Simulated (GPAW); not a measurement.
**Ge K-edge XANES of CsGeCl3 (R3m)**

Aim: the near-edge shape at the Ge K edge of CsGeCl3 (R3m), and what the core hole does to it.

Method: X-ray absorption from dipole matrix elements to empty bands, plane-wave PAW LDA, in GPAW 26.7.0.

## (1) The structure

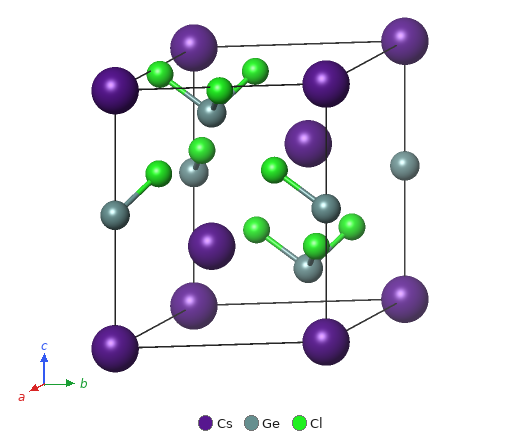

The cell as given, slightly off an axis (caesium purple, germanium teal, chlorine green). This picture shows the conventional cell, with its axes. Bonds to atoms that aren't drawn are left out. Some periodic images of atoms are drawn too.

## (2) The field without a hole

The ground state comes first: it tells whether the system has a gap, which decides how the excited electron is treated.

Contents of scf.py:

```python
import numpy as np
from ase import Atoms
from ase.parallel import parprint, paropen
from gpaw import GPAW, PW, FermiDirac, Mixer, MixerDif, setup_paths
from gpaw.test import gen
setup_paths.insert(0, '.')
gen('Ge', name='nch1s', xcname='LDA', corehole=(1, 0, 0), write_xml=True)
from gpaw.mpi import world
world.barrier()

atoms = Atoms('CsGeCl3',
    cell=[[3.84681639, 2.22096048, 3.17830053],
     [-3.84681639, 2.22096048, 3.17830053],
     [0, -4.44192096, 3.17830053]],
    scaled_positions=[[0.99840335, 0.99840335, 0.99840335],
     [0.51553315, 0.51553315, 0.51553315],
     [0.94863817, 0.49671267, 0.49671267],
     [0.49671267, 0.94863817, 0.49671267],
     [0.49671267, 0.49671267, 0.94863817]],
    pbc=True)
atoms.calc = calc = GPAW(legacy_gpaw=True, mode=PW(430), xc='LDA', setups={1: 'nch1s'},
    kpts={'size': (5, 5, 5), 'gamma': True}, occupations=FermiDirac(0.05),
    charge=0, mixer=Mixer(0.1, 5, 50), maxiter=150,
    convergence={'density': 0.0001}, txt='scf.txt')
energy = atoms.get_potential_energy() + calc.get_reference_energy()
ef = calc.get_fermi_level()
out = dict(energy=energy, fermi=ef, forces=atoms.get_forces().tolist())
parprint(f'all-electron energy {energy:.4f} eV, Fermi level {ef:.4f} eV')
ev = np.array([[calc.get_eigenvalues(k, s) for k in range(len(calc.get_ibz_k_points()))] for s in range(calc.get_number_of_spins())])
out['homo'], out['lumo'], out['counts'] = ev[ev < ef].max(), ev[ev > ef].min(), sorted(set((ev < ef).sum((0, 2)).tolist()))
out['filled'] = (ev[:, 0] < ef).sum(1).tolist()
import json
with paropen('out.json', 'w') as f:
    json.dump(out, f)
```

On the command line:

```sh
OMP_NUM_THREADS=1 mpirun -n 4 gpaw python scf.py
```

Numbers of over 12 decimals in the logs are rounded to 6 here.

The log of the run:

```text
Input parameters:
  convergence: {density: 0.0001}
  kpts: {gamma: True,
         size: (5, 5, 5)}
  maxiter: 150
  mixer: {backend: pulay,
          beta: 0.1,
          method: separate,
          nmaxold: 5,
          weight: 50}
  mode: {ecut: 430.0,
         name: pw}
  occupations: {fixmagmom: False,
                name: fermi-dirac,
                width: 0.05}
  setups: {1: nch1s}

Initialize ...

[... PAW data sets ...]

Reference energy: -306209.471883  # eV

Spin-paired calculation

[... convergence settings ...]
Symmetries present (total): 2
  [... symmetry matrices ...]

125 k-points: 5 x 5 x 5 Monkhorst-Pack grid
39 k-points in the irreducible part of the Brillouin zone
       k-points in crystal coordinates                weights
   0:     0.00000000    0.00000000    0.00000000          1/125
   1:     0.00000000    0.00000000    0.20000000          2/125
   2:     0.00000000    0.00000000    0.40000000          2/125
   3:     0.20000000   -0.20000000    0.00000000          2/125
   4:     0.20000000   -0.20000000    0.20000000          4/125
   5:     0.20000000   -0.20000000    0.40000000          4/125
   6:     0.20000000    0.00000000   -0.40000000          4/125
   7:     0.20000000    0.00000000   -0.20000000          4/125
   8:     0.20000000    0.00000000    0.00000000          4/125
   9:     0.20000000    0.00000000    0.20000000          4/125
          ...
  38:     0.40000000    0.40000000    0.40000000          2/125

Wave functions: Plane wave expansion
  Cutoff energy: 430.000 eV
  Number of coefficients (min, max): 3275, 3313
  Pulay-stress correction: 0.000000 eV/Ang^3 (de/decut=0.000000)
  Using FFTW library
  Wavefunction extrapolation:
    Improved wavefunction reuse through dual PAW basis

Occupation numbers: Fermi-Dirac:
  width: 0.0500  # eV

Eigensolver
   Davidson(niter=2)

Densities:
  Coarse grid: 27*27*27 grid
  Fine grid: 54*54*54 grid
  Total Charge: 0.000000

Density mixing:
  Method: separate
  Backend: pulay
  Linear mixing parameter: 0.1
  old densities: 5
  Width of damping distribution: 1.1
  Damping of long wavelength oscillations: 50

[... Hamiltonian set-up ...]
Number of atoms: 5
Number of atomic orbitals: 21
Number of bands in calculation: 21
Number of valence electrons: 34
Bands to converge: occupied

... initialized

Initializing position-dependent things.

Density initialized from atomic densities
Creating initial wave functions:
  21 bands from LCAO basis set

            Cs

         Cl      Cl

           Cle

Atomic positions and initial magnetic moments

Positions:
   0 Cs    -0.000000    0.000000    9.519678    ( 0.0000,  0.0000,  0.0000)
   1 Ge     0.000000   -0.000000    4.915558    ( 0.0000,  0.0000,  0.0000)
   2 Cl     1.738474    1.003709    6.172461    ( 0.0000,  0.0000,  0.0000)
   3 Cl    -1.738474    1.003709    6.172461    ( 0.0000,  0.0000,  0.0000)
   4 Cl     0.000000   -2.007417    6.172461    ( 0.0000,  0.0000,  0.0000)

Unit cell:
           periodic     x           y           z      points  spacing
  1. axis:    yes    3.846816    2.220960    3.178301    27     0.2023
  2. axis:    yes   -3.846816    2.220960    3.178301    27     0.2023
  3. axis:    yes    0.000000   -4.441921    3.178301    27     0.2023

  Lengths:   5.461891   5.461891   5.461891
  Angles:   89.546228  89.546228  89.546228

Effective grid spacing dv^(1/3) = 0.2023

iter:   1   -19.999752
iter:   2   -19.841503   -1.74  -1.21
iter:   3   -19.571993   -1.98  -1.30
iter:   4   -19.547384   -2.57  -1.55
iter:   5   -19.535174   -2.84  -1.73
iter:   6   -19.533929c  -3.43  -2.30
iter:   7   -19.532048c  -4.15  -2.42
iter:   8   -19.531758c  -4.58  -2.80
iter:   9   -19.531755c  -5.39  -3.16
iter:  10   -19.531736c  -5.93  -3.27
iter:  11   -19.531738c  -5.75  -3.66
iter:  12   -19.531734c  -6.22  -3.67
iter:  13   -19.531733c  -7.67c -3.94
iter:  14   -19.531733c  -8.10c -4.03c

Converged after 14 iterations.

Dipole moment: (0.000000, -0.000051, 18.598247) |e|*Ang

Energy contributions relative to reference atoms: (reference = -306209.471883)

Kinetic:        +15.628929
Potential:      -17.281280
External:        +0.000000
XC:             -17.820854
Entropy (-ST):   -0.000000
Local:           -0.058528
SIC:             +0.000000
--------------------------
Free energy:    -19.531733
Extrapolated:   -19.531733

Showing only first 2 kpts
 Kpt  Band  Eigenvalues  Occupancy
  0    15      0.07981    2.00000
  0    16      0.27301    2.00000
  0    17      5.79499    0.00000
  0    18      7.17773    0.00000

  1    15      0.05136    2.00000
  1    16      0.43351    2.00000
  1    17      6.18161    0.00000
  1    18      7.04747    0.00000

Fermi level: 3.50284

Gap: 2.689 eV
Transition (v -> c):
  (s=0, k=18, n=16, [0.40, -0.40, 0.40]) -> (s=0, k=34, n=17, [0.40, 0.40, -0.40])
Direct/indirect transitions are different
Direct gap: 2.689 eV
Transition at: (s=0, k=34, n=16, [0.40, 0.40, -0.40])

Forces in eV/Ang:
  0 Cs    0.00000   -0.00001   -0.00826
  1 Ge    0.00000   -0.00001   -0.14796
  2 Cl    0.05124    0.02957    0.04609
  3 Cl   -0.05124    0.02957    0.04609
  4 Cl    0.00000   -0.05908    0.04617
Scalar-relativistic atomic LDA calculation for Ge (Germanium, Z=32)
Core hole in 1s state (1s occupation: 2.0)
600 radial gridpoints.
|------------------------------------------------|
|------------------------------------------------|
[... the atom generator's iteration count ...]

Energy contributions:
-------------------------
Kinetic:    +2131.696277
XC:           -76.507741
Potential:  -4150.554705
-------------------------
Total:      -2095.366170

state      eigenvalue         ekin         rmax
-----------------------------------------------
1s^2.0 :  -401.842866   515.090131        0.031
2s^2.0 :   -50.305902    98.964053        0.176
2p^6.0 :   -44.029760    96.564637        0.141
3s^2.0 :    -6.161413    22.614711        0.543
3p^6.0 :    -4.240727    20.252387        0.543
3d^10.0:    -1.086330    14.971427        0.502
4s^2.0 :    -0.438785     2.517022        1.731
4p^2.0 :    -0.148734     1.354017        2.197
-----------------------------------------------
(units: Bohr and Hartree)

Generating PAW setup
Kinetic energy of the core from tauc = 2147.271331364656
Cutoffs:
rc(s)=1.900
rc(p)=1.900
rc(d)=1.900
rc(vbar)=1.710
rc(comp)=1.900
rc(nct)=1.900

Kinetic energy of the core states: 2123.954199
Charge: 0.0
Core electrons: 28.0
Valence electrons: 4.0
Pseudo-core charge: 2.362372
Shape function alpha=2.770
Pseudo-electron charge 6.607509
state    eigenvalue         norm
--------------------------------
4s(2) :    -0.438785     1.111852
*s    :     0.561215
4p(2) :    -0.148734     1.010717
*p    :     0.851266
*d    :     0.000000
--------------------------------

Diagonalizing with gridspacing h=0.050

state   all-electron     PAW
-------------------------------
4s:      -0.438785    -0.439067
4p:      -0.148734    -0.148919
*d:                    0.033272
*f:                    0.068661
-------------------------------
all-electron energy -306229.0036 eV, Fermi level 3.5028 eV
```

It took 16 s on 4 MPI ranks of Arm Neoverse V1, shared host; peak memory 0.2 GiB.

The mesh shows a gap of 2.69 eV, so the hole is first treated in a charged cell, without the excited electron.

## (3) Spectrum without a core hole, Ge atom 2

This cheap baseline ignores the attraction of the hole: it shows the absorber's empty states as they are in the ground state. The data set with a hole of occupation 0 only carries the core orbital.

The absorber has 3 Cl at 2.37 Å (pyramidal, site symmetry 3m).

Contents of xas.py:

```python
import numpy as np
from ase import Atoms
from ase.parallel import parprint, paropen
from gpaw import GPAW, PW, FermiDirac, Mixer, MixerDif, setup_paths
from gpaw.test import gen
setup_paths.insert(0, '.')
gen('Ge', name='nch1s', xcname='LDA', corehole=(1, 0, 0), write_xml=True)
from gpaw.mpi import world
world.barrier()

atoms = Atoms('CsGeCl3',
    cell=[[3.84681639, 2.22096048, 3.17830053],
     [-3.84681639, 2.22096048, 3.17830053],
     [0, -4.44192096, 3.17830053]],
    scaled_positions=[[0.99840335, 0.99840335, 0.99840335],
     [0.51553315, 0.51553315, 0.51553315],
     [0.94863817, 0.49671267, 0.49671267],
     [0.49671267, 0.94863817, 0.49671267],
     [0.49671267, 0.49671267, 0.94863817]],
    pbc=True)
atoms.calc = calc = GPAW(legacy_gpaw=True, mode=PW(430), xc='LDA', setups={1: 'nch1s'},
    kpts={'size': (5, 5, 5), 'gamma': True}, occupations=FermiDirac(0.02),
    charge=0, mixer=Mixer(0.1, 5, 50), maxiter=150,
    convergence={'density': 0.0001}, txt='scf.txt')
energy = atoms.get_potential_energy() + calc.get_reference_energy()
ef = calc.get_fermi_level()
out = dict(energy=energy, fermi=ef, forces=atoms.get_forces().tolist())
parprint(f'all-electron energy {energy:.4f} eV, Fermi level {ef:.4f} eV')
ev = np.array([[calc.get_eigenvalues(k, s) for k in range(len(calc.get_ibz_k_points()))] for s in range(calc.get_number_of_spins())])
out['homo'], out['lumo'], out['counts'] = ev[ev < ef].max(), ev[ev > ef].min(), sorted(set((ev < ef).sum((0, 2)).tolist()))
out['filled'] = (ev[:, 0] < ef).sum(1).tolist()

from ase.units import Ha
from gpaw.xas import dipole_matrix_elements
nb = int(calc.get_number_of_electrons() / 2) + 100
top, nb = nb, nb + 8 + nb // 12
nscf = calc.fixed_density(kpts={'size': (4, 4, 4), 'gamma': True}, nbands=nb,
    convergence={'bands': top, 'eigenstates': 1e-5}, maxiter=60, txt='nscf.txt')
cell = atoms.cell.array
ops = [cell.T @ U.T @ np.linalg.inv(cell.T) for U in nscf.wfs.kd.symmetry.op_scc]
filled = [17]  # bands filled in the ground state, by spin
E = np.arange(-25, 34, 0.1)
fwhm = np.interp(E, [4, 25], [1.96, 3.5])
Y, X, zero, highest = 0, 0, 1e9, 1e9
for spin in range(nscf.get_number_of_spins()):
    wfs = nscf.wfs
    A = dipole_matrix_elements(wfs.setups[1])
    eps = np.zeros((wfs.kd.nibzkpts, nb))
    d = np.zeros((3, A.shape[1], wfs.kd.nibzkpts, nb), complex)
    for kpt in wfs.kpt_u:
        if kpt.s == spin and 1 in kpt.P_ani:
            eps[kpt.k] = kpt.eps_n * Ha
            d[:, :, kpt.k] = (kpt.weight * wfs.nspins / 2) ** 0.5 * np.inner(A, kpt.P_ani[1])
    world.sum(eps)
    world.sum(d)
    T = np.einsum('amkn,bmkn->abkn', d, d.conj()).real
    T = sum(np.einsum('ai,ijkn,bj->abkn', R, T, R) for R in ops) / len(ops)
    empty = np.ones_like(eps, bool) & (np.arange(nb) >= filled[spin])
    zero, highest = min(zero, eps[empty].min()), min(highest, eps[:, top - 1].min())
    lines = [(eps, T, empty)] if spin == 0 else lines + [(eps, T, empty)]
for eps, T, empty in lines:
    f = np.einsum('aakn->akn', T).reshape(3, -1)
    x = eps.ravel() - zero
    w = np.interp(x, E, fwhm) / 2.35482
    g = np.exp(-0.5 * ((E[:, None] - x) / w) ** 2) / (w * (2 * np.pi) ** 0.5)
    Y = Y + (f * empty.ravel()) @ g.T
    X = X + (f * ~empty.ravel()) @ g.T
out.update(E=E.round(2).tolist(), xas=Y.tolist(), xes=X.tolist(), zero=zero, valid=highest - zero, nk=len(eps), nb=nb)
for i in range(0, len(E), 10):
    parprint(f'{E[i]:7.2f}', *(f'{v:10.3e}' for v in Y[:, i]))
import json
with paropen('out.json', 'w') as f:
    json.dump(out, f)
```

On the command line:

```sh
OMP_NUM_THREADS=1 mpirun -n 4 gpaw python xas.py
```

The log of the run:

```text
Input parameters:
  convergence: {density: 0.0001}
  kpts: {gamma: True,
         size: (5, 5, 5)}
  maxiter: 150
  mixer: {backend: pulay,
          beta: 0.1,
          method: separate,
          nmaxold: 5,
          weight: 50}
  mode: {ecut: 430.0,
         name: pw}
  occupations: {fixmagmom: False,
                name: fermi-dirac,
                width: 0.02}
  setups: {1: nch1s}

Initialize ...

[...]
*p    :     0.851266
*d    :     0.000000
--------------------------------

Diagonalizing with gridspacing h=0.050

state   all-electron     PAW
-------------------------------
4s:      -0.438785    -0.439067
4p:      -0.148734    -0.148919
*d:                    0.033272
*f:                    0.068661
-------------------------------
all-electron energy -306229.0036 eV, Fermi level 3.5028 eV
[...]
32.00  1.270e-07  1.270e-07  1.339e-07
  33.00  1.277e-07  1.277e-07  1.379e-07
[key lines of the parts left out:]
Converged after 14 iterations.
Dipole moment: (0.000000, -0.000051, 18.598247) |e|*Ang
Free energy:    -19.531733
Fermi level: 3.50284
```

It took 72 s on 4 MPI ranks; peak memory 0.31 GiB; 4.8 min of CPU time.

The Ge K spectrum, Ge atom 2, no core hole (energy from the lowest empty level; intensity scaled to a mean of 1 over the first 20 eV; polarised curves are means over the symmetry-equivalent atoms):

```
E (eV)  isotropic  ε ⊥ c  ε ∥ c
  -2.0       0.02   0.02   0.02
  -0.5       0.71   0.73   0.67
   1.0       2.36   2.41   2.26
   2.5       2.62   2.67   2.53
   4.0       1.38   1.43   1.27
   5.5       0.44   0.46   0.40
   7.0       0.49   0.53   0.41
   8.5       0.59   0.58   0.63
  10.0       0.55   0.45   0.74
  11.5       0.65   0.60   0.74
  13.0       0.77   0.80   0.69
  14.5       0.82   0.87   0.72
  16.0       0.81   0.85   0.74
  17.5       0.78   0.77   0.80
  19.0       0.78   0.75   0.83
  20.5       0.72   0.72   0.71
  22.0       0.70   0.72   0.65
  23.5       0.66   0.67   0.63
  25.0       0.58   0.58   0.58
  26.5       0.56   0.54   0.60
  28.0       0.63   0.60   0.69
  29.5       0.75   0.73   0.77
  31.0       0.77   0.77   0.78
```

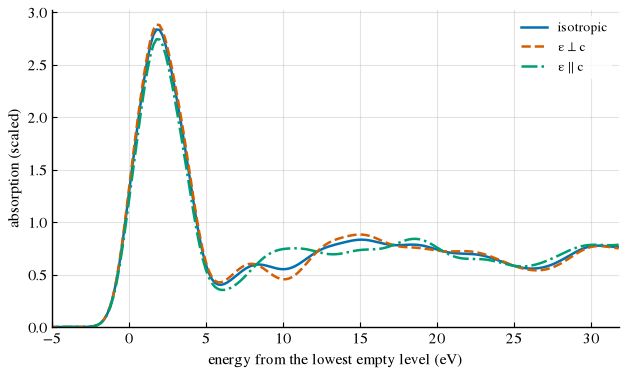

The Ge K edge, Ge atom 2, no core hole: main maxima at 1.8 and 15.2 eV.

Main maxima below 30 eV (height): 1.8 eV (2.83) and 15.2 eV (0.83). A K edge sees empty p states on the absorber.

The same matrix elements for filled bands give the Ge K emission of Ge atom 2 (ground-state approximation; energy from the lowest empty level, largest value 1):

```csv
E (eV),emission
-24.0,0.00
-22.5,0.00
-21.0,0.00
-19.5,0.00
-18.0,0.04
-16.5,0.08
-15.0,0.01
-13.5,0.00
-12.0,0.00
-10.5,0.03
-9.0,0.04
-7.5,0.49
-6.0,0.95
-4.5,0.39
-3.0,0.35
-1.5,0.08
0.0,0.00
1.5,0.00
3.0,0.00
```

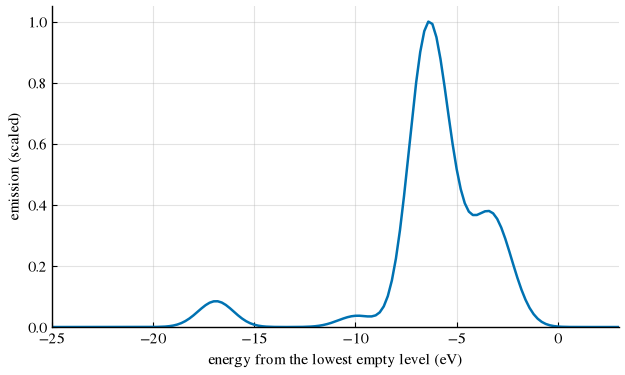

X-ray emission from the filled bands.

Emission maxima: -16.8 eV (0.08) and -6.4 eV (1.00).

## (4) Reference energy of the supercell

The photon energy needs a difference of total energies, so the cell and mesh of the coming hole run are first run without a hole.

Changes to scf.py since step 2:

```diff
@@ -10,14 +10,19 @@
 
-atoms = Atoms('CsGeCl3',
-    cell=[[3.84681639, 2.22096048, 3.17830053],
-     [-3.84681639, 2.22096048, 3.17830053],
-     [0, -4.44192096, 3.17830053]],
-    scaled_positions=[[0.99840335, 0.99840335, 0.99840335],
-     [0.51553315, 0.51553315, 0.51553315],
-     [0.94863817, 0.49671267, 0.49671267],
-     [0.49671267, 0.94863817, 0.49671267],
-     [0.49671267, 0.49671267, 0.94863817]],
+atoms = Atoms('Cs2Ge2Cl6',
+    cell=[[-7.69363278, 0, 0],
+     [3.84681639, -6.66288144, 0],
+     [3.84681639, -2.22096048, 6.35660107]],
+    scaled_positions=[[0.49920168, 0.50079832, 0.49760502],
+     [0.99920168, 0.00079833, 0.99760502],
+     [0.25776657, 0.74223343, 0.77329972],
+     [0.75776657, 0.24223343, 0.27329972],
+     [0.02239359, 0.52568092, 0.97103176],
+     [0.52239358, 0.02568091, 0.47103176],
+     [0.47431908, 0.52568092, 0.97103176],
+     [0.97431908, 0.02568091, 0.47103176],
+     [0.47431908, 0.97760642, 0.97103176],
+     [0.97431908, 0.47760642, 0.47103176]],
     pbc=True)
-atoms.calc = calc = GPAW(legacy_gpaw=True, mode=PW(430), xc='LDA', setups={1: 'nch1s'},
-    kpts={'size': (5, 5, 5), 'gamma': True}, occupations=FermiDirac(0.05),
+atoms.calc = calc = GPAW(legacy_gpaw=True, mode=PW(430), xc='LDA', setups={2: 'nch1s'},
+    kpts={'size': (3, 3, 3), 'gamma': True}, occupations=FermiDirac(0.02),
     charge=0, mixer=Mixer(0.1, 5, 50), maxiter=150,
```

On the command line:

```sh
OMP_NUM_THREADS=1 mpirun -n 4 gpaw python scf.py
```

The log of the run:

```text
Input parameters:
  convergence: {density: 0.0001}
  kpts: {gamma: True,
         size: (3, 3, 3)}
  maxiter: 150
  mixer: {backend: pulay,
          beta: 0.1,
          method: separate,
          nmaxold: 5,
          weight: 50}
  mode: {ecut: 430.0,
         name: pw}
  occupations: {fixmagmom: False,
                name: fermi-dirac,
                width: 0.02}
  setups: {2: nch1s}

Initialize ...

[...]
4s(2) :    -0.438785     1.111852
*s    :     0.561215
4p(2) :    -0.148734     1.010717
*p    :     0.851266
*d    :     0.000000
--------------------------------

Diagonalizing with gridspacing h=0.050

state   all-electron     PAW
-------------------------------
4s:      -0.438785    -0.439067
4p:      -0.148734    -0.148919
*d:                    0.033272
*f:                    0.068661
-------------------------------
all-electron energy -612457.9981 eV, Fermi level 3.5639 eV
[key lines of the parts left out:]
Converged after 14 iterations.
Dipole moment: (-0.162678, 0.093923, 33.262340) |e|*Ang
Free energy:    -39.054299
Fermi level: 3.56388
```

Elapsed: 24 s, on 4 MPI ranks; peak memory 0.24 GiB; 94 s of CPU time.

Reference energy: -612457.998 eV with the cores included.

(Part 1 of 2 ends here.)

[Banner, clock and machine lines of the logs are left out without a mark of their own.]

[Logs are printed without paths, hosts, clocks, repeated set-up lines and the standing remarks that a program may print on its own settings, such as how far it seeks lower states.]

[Hosts, paths, dates, database ids (printed as entryN), source tags and the programs' standing remarks are cut or masked in the printed files.]

[Lists of maxima count a maximum above −3 eV only where it reaches 4 % of the highest in the window and stands out from its surroundings by 2 % of it (1.5 % where it reaches 55 %); shoulders and weaker maxima are passed over, and of the rest the first, up to two pre-edge ones and the few strongest are named.]
